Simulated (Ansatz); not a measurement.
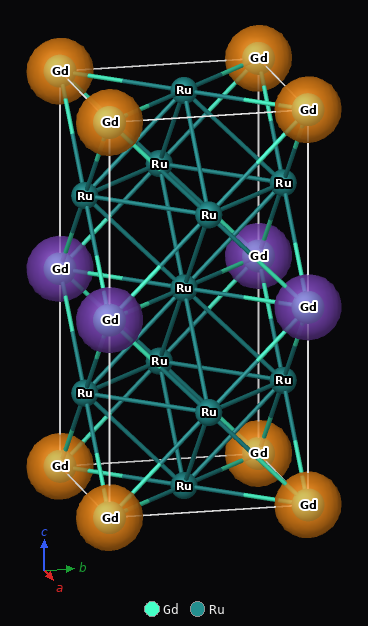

Figure 1: GdRu₃. Isosurfaces of the magnetisation density (up minus down) at +1.5 (orange) and −1.5 e/Å³ (purple), seen slightly off an axis. Sticks mark near contacts.

Space group Pm-3m; started from the AuCu3 prototype, which need not be the ambient phase; Hubbard U of 6 eV on Gd f only; spin-polarised.

Method: DFT PBE+U, scalar-relativistic, plane waves, PAW (Ansatz 0.2.0).

Core electrons are frozen (PAW), and the valence fields are smoothed inside the atomic spheres.

### Where is the spin, and how is it ordered?

The spin density sits on Gd: +7.0 μB and −7.0 μB in one cell of 8 atoms, with smaller moments on other sites: Ru (±0.31 μB): antiferromagnetic in this solution, which needn't be the ground state, with some nearest magnetic neighbours parallel and some opposed. The cell of the calculation (8 atoms) carries 0.0 μB of net spin moment.
